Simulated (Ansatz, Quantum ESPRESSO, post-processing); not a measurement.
# Ballistic transmission: vacuum gap of 4.5 Å between two V(110) faces, part 4 of 4

How well does the junction conduct in the ballistic limit? It is: vacuum gap of 4.5 Å between two V(110) faces.

Quantum ESPRESSO 7.5; plane-wave DFT, PBE, GBRV ultrasoft pseudopotentials; cross-check by Ansatz 0.2.0 with PAW datasets.

So far. Step 3 (Transmission with pwcond.x): The run is unpolarised; a magnetic state was not tried, may lie lower and would change T. Step 3 (Transmission with pwcond.x): At no point does T exceed the number of channels.

### Step 5. The same in Ansatz

As a check, the same structure is run in Ansatz.

Level of this step: plane-wave DFT, PBE, Ansatz PAW (Ansatz 0.2.0).

input.yaml reads:

```yaml
crystal:
  lattice:
    - [2.99, 0.0, 0.0]
    - [1.495, 2.1142492757, 0.0]
    - [0.0, 0.0, 36.2137391362]
  atoms:
    - { symbol: V, position: [0.0, 0.0, 0.0] }
    - { symbol: V, position: [0.5, 0.0, 0.058382518] }
    - { symbol: V, position: [0.0, 0.0, 0.1167650359] }
    - { symbol: V, position: [0.5, 0.0, 0.1751475539] }
    - { symbol: V, position: [0.0, 0.0, 0.2335300719] }
    - { symbol: V, position: [0.5, 0.0, 0.2919125898] }
    - { symbol: V, position: [0.0, 0.0, 0.3502951078] }
    - { symbol: V, position: [0.5, 0.0, 0.4086776258] }
    - { symbol: V, position: [0.0, 0.0, 0.5329398563] }
    - { symbol: V, position: [0.5, 0.0, 0.5913223742] }
    - { symbol: V, position: [0.0, 0.0, 0.6497048922] }
    - { symbol: V, position: [0.5, 0.0, 0.7080874102] }
    - { symbol: V, position: [0.0, 0.0, 0.7664699281] }
    - { symbol: V, position: [0.5, 0.0, 0.8248524461] }
    - { symbol: V, position: [0.0, 0.0, 0.8832349641] }
    - { symbol: V, position: [0.5, 0.0, 0.941617482] }
kpoints:
  mp_grid: { grid: [10, 11, 1] }
hamiltonian:
  xc: pbe
scf:
  occupations: { method: fermi_dirac, width: 0.1 }
  convergence: { dr2_threshold: 1.0e-08 }
output:
  transmission: { leads: [[0, 2]], e_range: [-0.4, 0.4], de: 0.4, kmesh: [8, 8] }
  write_potential: true
  write_density: true
  volumetric_format: npy
```

Command:

```sh
> ansatz run input.yaml --threads 4 --pin off --max-ram 8192MiB --backend cpu --events-out ev --progress --plain --runs-dir out
```

Numbers of over 12 decimals in the logs are rounded to 6 here.

What it wrote:

```text
Warning: crystal.symmetry: narrowed to the stabiliser of the k-point mesh — unitary ops 8 → 4; excluded 4 operations that carry a point of the 10×11×1 mesh (shift [0, 0, 0]) off the mesh (the run samples exactly the mesh kpoints.mp_grid names, as under crystal.symmetry.detect: false, and its converged state has the mesh's symmetry, not the crystal's; ε∞, the Born charges and the force constants of a linear response (`dielectric:` by the response, `phonons.method: dfpt`) are averaged over those of the crystal's operations that the state keeps within a tolerance, where `mesh_tensors`, `unaveraged_element` or `gamma_mean_max_change_ev_ang2` stands beside them; [rest of the remark cut]
Engine: ansatz 0.2.0, aarch64-unknown-linux-gnu
Pseudopotentials: kind: paw
Pseudopotential: V, paw, valence charge 13, recommended cutoff 420 eV (normal), V.paw.azcp
Functional definition: PBE
  parameter kappa = 0.804
  parameter beta = 0.066725
  exchange = pbe_x(kappa = kappa, mu = beta*pi^2/3)
  correlation = pbe_c(beta = beta)
Crystal: 16 atoms, lattice volume = 228.929 Å³
Basis set: ecut = 420 eV, 4443 PW (Γ)
Bands: 125, of which v1, the nominal top of the filled ones, is band 104 counted from 1 (103 counted from 0)
Symmetry: 4 space group operations
k-points: 56 of 110
Non-local potential: V, projectors of the file, l = 0: 3, l = 1: 2, l = 2: 3, l = 3: 1
PAW form: soft (Blöchl's): semilocal exchange-correlation on the pseudo side does not see the compensation charge
PAW one-centre angular grid: V, 590 points (default); XC on 64 Gauss nodes
Initial density: superposition of atomic densities (neutral atoms: chi_scale 0, normalization atom), corrected by the library's trained network
Initial wavefunctions: pseudopotential atomic-orbital guess
Functional: x = pbe(κ = 0.804, μ = 0.219515), c = pbe(β = 0.066725)
SCF iter   1: F=—  HF=-46597.665928 eV  |F-HF|=—  |Δ(HF+E_count)|=         —  Δρ=3.57e-2  dr2=2.33e2  ethr=1.77e-3  ⟨swp⟩=6.4  Hψ=24760  notcnv=0
preconditioner: auto → LDOS  [metal: Δε(μ)=0.003 eV  Ē_g=2.972 eV  σ=0.100 eV  W_gap=0.01  n_scr=66 (ndim 8)  ℏωp=22.0 eV  f_vac=0.040  D(μ)=26.31/eV (n_scr^D=344)  β→1.0]
SCF iter   2: F=—  HF=-46597.275361 eV  |F-HF|=—  |Δ(HF+E_count)|=   3.91e-1  Δρ=3.93e-3  dr2=5.68e-1  ethr=1.77e-3  ⟨swp⟩=2.8  Hψ=9173  notcnv=0
SCF iter   3: F=—  HF=-46597.274915 eV  |F-HF|=—  |Δ(HF+E_count)|=   4.46e-4  Δρ=3.29e-3  dr2=4.46e-2  ethr=2.73e-4  ⟨swp⟩=2.1  Hψ=9745  notcnv=0
SCF iter   4: F=—  HF=-46597.267177 eV  |F-HF|=—  |Δ(HF+E_count)|=   7.74e-3  Δρ=5.03e-4  dr2=3.29e-3  ethr=2.14e-5  ⟨swp⟩=2.0  Hψ=12540  notcnv=0
SCF iter   5: F=—  HF=-46597.267146 eV  |F-HF|=—  |Δ(HF+E_count)|=   3.08e-5  Δρ=1.96e-4  dr2=3.61e-4  ethr=1.58e-6  ⟨swp⟩=2.0  Hψ=7991  notcnv=0
SCF iter   6: F=—  HF=-46597.267146 eV  |F-HF|=—  |Δ(HF+E_count)|=   1.75e-7  Δρ=5.18e-5  dr2=1.04e-5  ethr=1.73e-7  ⟨swp⟩=2.0  Hψ=8480  notcnv=0
SCF iter   7: F=—  HF=-46597.267515 eV  |F-HF|=—  |Δ(HF+E_count)|=   3.69e-4  Δρ=2.78e-5  dr2=1.11e-5  ethr=5.00e-9  ⟨swp⟩=2.1  Hψ=11665  notcnv=0
SCF iter   8: F=—  HF=-46597.267515 eV  |F-HF|=—  |Δ(HF+E_count)|=   6.25e-8  Δρ=8.66e-6  dr2=4.88e-7  ethr=5.00e-9  ⟨swp⟩=1.2  Hψ=7020  notcnv=0
SCF iter   9: F=—  HF=-46597.267515 eV  |F-HF|=—  |Δ(HF+E_count)|=   4.93e-9  Δρ=3.38e-6  dr2=1.59e-7  ethr=2.35e-10  ⟨swp⟩=2.0  Hψ=9153  notcnv=0
SCF iter  10: F=-46597.267515 eV  HF=-46597.267515 eV  |F-HF|=4.34e-9  |Δ(HF+E_count)|=  4.66e-10  Δρ=1.06e-6  dr2=6.00e-9  ethr=4.81e-12  ⟨swp⟩=6.4  Hψ=18278  notcnv=0
SCF 1 converged in 10 iterations: F = -46597.267515 eV  dr2 = 6.00e-9
  greatest PAW one-centre occupation: 1.000 electrons in one spin orbital (limit 2), on the V atom at site 10 (counted from 0), in its partial waves of l = 0
transmission: 165 of 1564 steps passed
transmission: 321 of 1564 steps passed
[...]
transmission: 1564 of 1564 steps passed
SCF converged after 10 iterations
Free energy (F): -46597.267515 eV
Harris-Foulkes:  -46597.267515 eV  (|F-HF|=4.34e-9)
Internal energy: -46596.347100 eV  (E = F + TS)
E sigma→0 (E₀):  -46596.807308 eV
Entropy (-TS):   -0.920414 eV (-57.526 meV/atom)
Fermi energy:    15.400861 eV
--- Per-component energies (eV) ---
  E_band       = -2551.632702
  E_kinetic    = 5381.112700
  E_local      = -31078.196033  (includes V_loc(G=0)·N_el)
  E_nonlocal   = -726.062470
  E_hartree    = 14841.216317
  E_xc         = -2085.954269
  E_vxc        = -2644.372725  (∫ρ·V_xc dr)
  E_paw        = -17805.126311  (= ΣΔE_a)
  E_vpaw       = -3166.542510  (= ΣTr[D̂ρ^β])
  E_aug_tail   = 0.004135  (compensation charges beyond the density's cutoff)
  E_ewald      = -15123.341168
  E_smearing   = -0.920414  (= −TS)
  E_closure    = -0.000000  (closes the sum)
  Σ components = -46597.267515   (vs F -46597.267515, Δ=0.00e0)
--- Band table (eV; the first three rows and the last of 56) ---
  k-point 0: bands = [... 100 lower, 15.6536, 15.7016, 15.7157, 15.7340, 15.7540, 15.7810, 15.7839, 15.7850, ... 17 higher]
  k-point 1: bands = [... 100 lower, 15.6259, 15.6768, 15.6901, 15.7198, 15.7245, 15.7291, 15.7334, 15.7606, ... 17 higher]
  k-point 2: bands = [... 100 lower, 15.5985, 15.6220, 15.6406, 15.6414, 15.6622, 15.7178, 15.7436, 15.7527, ... 17 higher]
  k-point 55: bands = [... 100 lower, 15.2310, 15.3106, 15.5298, 15.6566, 15.8170, 15.9979, 16.2039, 16.3687, ... 17 higher]
--- Transmission ---
  basis      : 55 plane waves across, 46 finite elements along
  points     : 34, standing for a mesh of 8 x 8
  energies   : 3 from -0.400000 to 0.400000 eV about the Fermi level, 0.400000 eV apart; the leads are filled to 0.000000 eV, and channels, transmission and decay are at 0.000000 eV
  crystal 0  : V2, at the sites [0, 2], period 4.2285 Å, over 33.83 Å; its Hamiltonian steps by up to 2.1 meV
    offset         : up to 0.0000 Å between an atom of the period and one for which it stands
    channels       : 1.828125e0 a spin
    conductance    : none, the energies end too early or step too widely for 300 K: set another output.transmission.e_range or a lower de, or, where they end at an eighth of basis.ecutwfc, a higher one
    slowest decay  : 0.1065 /Å at (0.2500, 0.0000)
  junction   : crystal 0 to crystal 0, -0.36 to 31.63 Å
    transmission   : 2.659091e-1 a spin
    conductance    : none, the energies end too early or step too widely for 300 K: set another output.transmission.e_range or a lower de, or, where they end at an eighth of basis.ecutwfc, a higher one
```

It took 36 s on 4 threads of Arm Neoverse V2, shared host; peak memory 1.6 GiB.

Read from the output:

| Item | Value |
| --- | --- |
| free energy | -46597.2675 eV |
| energy at zero smearing | -46596.8073 eV |
| smearing term TS | 0.9204 eV |
| Fermi energy | 15.40 eV |
| symmetry operations | 4 |
| transmission at the Fermi level, one spin | 0.2659 |
| lead channels at the Fermi level, one spin | 1.828 |
| step of the lead's Hamiltonian over a period | 2.1 meV |

Per spin; mean over the k mesh across the current. The transmission, zone mean by energy, zero at the Fermi level:

```tsv
energy (eV)	transmission, zone mean
-0.400	0.255
0.000	0.266
0.400	0.166
```

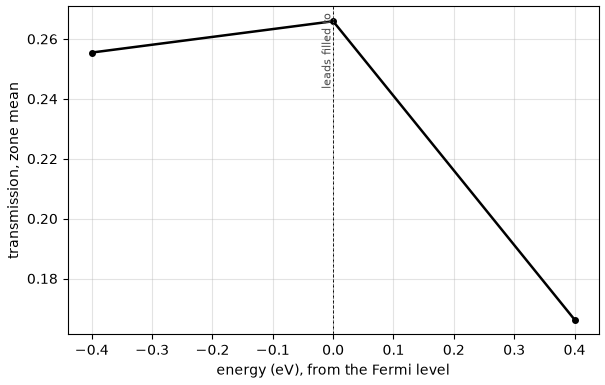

Transmission, zone mean against energy.

Per spin; mean over the k mesh across the current. Open channels, zone mean against energy, zero at the Fermi level:

```tsv
energy (eV)	open channels, zone mean
-0.400	1.39
0.000	1.83
0.400	1.05
```

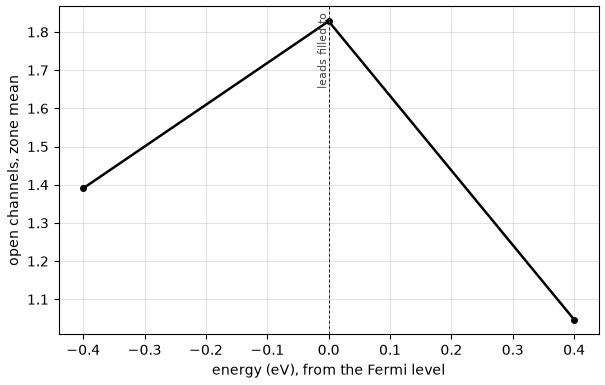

Open channels, zone mean against energy.

Ansatz finds T = 0.266 against pwcond's 0.267.

### Step 6. All levels side by side

All levels:

```tsv
step	T at the Fermi level (per spin)	conductance (G0)	r.m.s. T(E) from the first	CPU time of the step (s)	peak memory (GiB)
Ansatz	0.2659	-	0	137.6	1.65
pwcond	0.2674	0.2674	0.009668	218.8	0.24
pwcond, changed setting	0.2669	0.2669	0.00915	257.1	0.25
```

Per spin; mean over the k mesh across the current. The transmission, zone mean by energy, zero at the Fermi level:

```tsv
energy (eV)	Ansatz	pwcond	pwcond, changed setting
-0.400	0.255	0.239	0.240
0.000	0.266	0.267	0.267
0.400	0.166	0.161	0.162
```

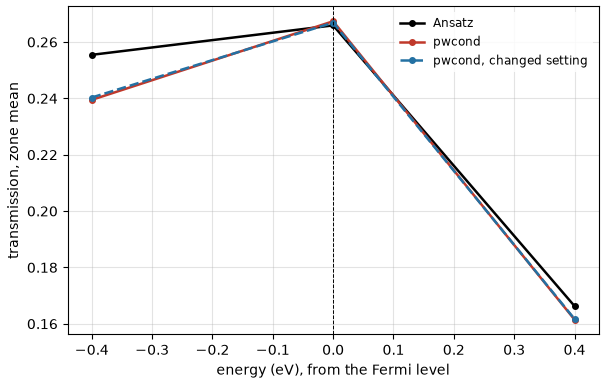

Transmission, zone mean against energy.

### Step 7. Worked from the printed numbers

The Landauer sum over the mesh, Σ w T = 0.0625 × 0.961 + 0.0625 × 0.749 + 0.0625 × 0.709 + … = 0.2674.

G = 0.267 × 77.48 µS = 20.7 µS a cell. Times the area of 6.322 Å², the resistance-area product is A/G = 3.05 fΩ m², the leads' contact resistance included.

### Step 8. Outcome

```yaml
conductance_from_t_at_the_fermi_level_a_cell: 0.267 G₀
conductance_per_area: 328 S/μm²
lead_channels_per_spin: 1.70
the_same_conductance_by_ansatz: 0.266 G₀
```

**Reading.** The junction conducts 0.267 G₀ a cell at the Fermi level (PBE, GBRV ultrasoft). At the Fermi level the junction passes 16 % of what the leads offer. At the Fermi level pwcond and Ansatz differ by 0.55 %, a close match. Points with over 2.5 times the mean carry 70 % of T, so the mean leans on few points, and the mesh was not tested. Over -0.4 to 0.4 eV, T lies between 0.16 and 0.27 per spin. The geometry is as built, not relaxed, and the leads are short. Semilocal functionals lack the image potential in a vacuum gap. The runs have no spin polarisation, although V can carry a moment.

[Logs are printed without paths, hosts, clocks, repeated set-up lines and the standing remarks that a program may print on its own settings, such as how far it seeks lower states.]

[Hosts, paths, dates, database ids (printed as entryN), source tags and the programs' standing remarks are cut or masked in the printed files.]

[Maps of the electrostatic potential energy from Ansatz leave out the sawtooth potential of an applied field or a dipole correction, so their vacuum need not be flat; planar profiles and work functions include it.]
